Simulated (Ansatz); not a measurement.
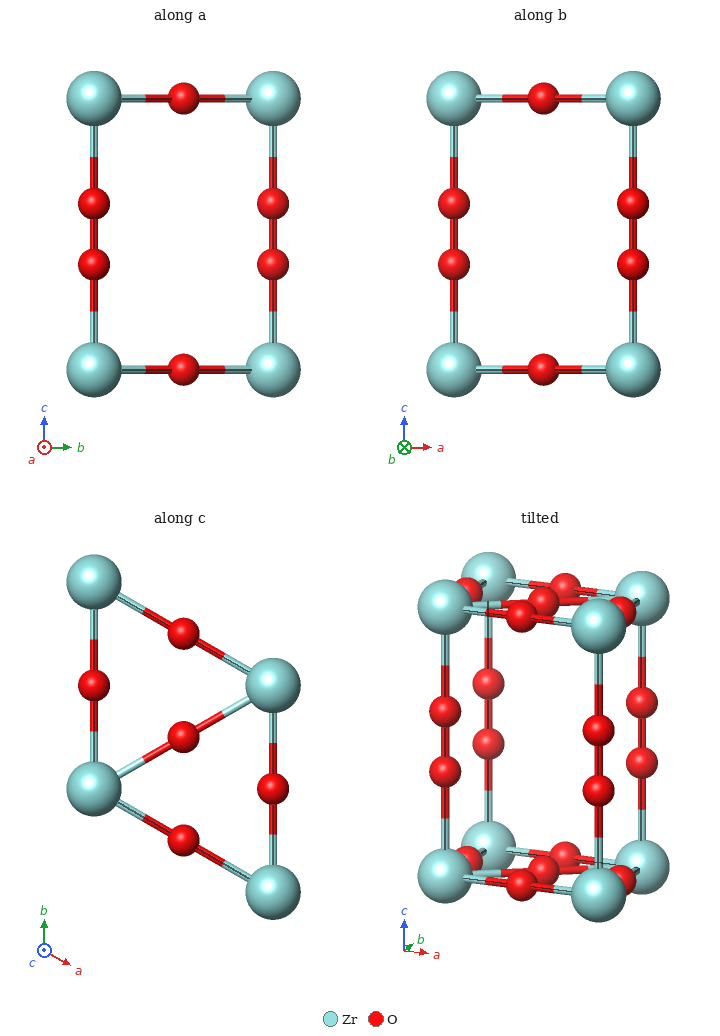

The image is a ball-and-stick drawing of a crystal, viewed along the a axis, along the b axis, along the c axis and slightly off an axis. The wireframe shows the conventional unit cell.

Lattice parameters: a = 4.2896 Å, b = 4.2896 Å, c = 5.6263 Å, α = 90.000°, β = 90.000°, γ = 120.000°.

> Give the structure in the form of a CIF in P1 with every atom of the cell, with free fractional coordinates to two decimals.

```cif
data_structure
_symmetry_space_group_name_H-M 'P 1'
_symmetry_Int_Tables_number 1
_cell_length_a 4.2896
_cell_length_b 4.2896
_cell_length_c 5.6263
_cell_angle_alpha 90.000
_cell_angle_beta 90.000
_cell_angle_gamma 120.000
_cell_volume 89.66
loop_
_atom_site_label
_atom_site_type_symbol
_atom_site_fract_x
_atom_site_fract_y
_atom_site_fract_z
_atom_site_occupancy
Zr1 Zr 0.00 0.00 0.00 1
O1 O 0.50 0.00 0.00 1
O2 O 0.00 0.50 0.00 1
O3 O 0.50 0.50 0.00 1
O4 O 0.00 0.00 0.39 1
O5 O 0.00 0.00 0.61 1
```

It goes back to a random cell made by a generator, so it need not be a real form of the compound. Earlier steps of the study may have refined or changed the cell and positions. An electronic-structure calculation with Ansatz was run on it.
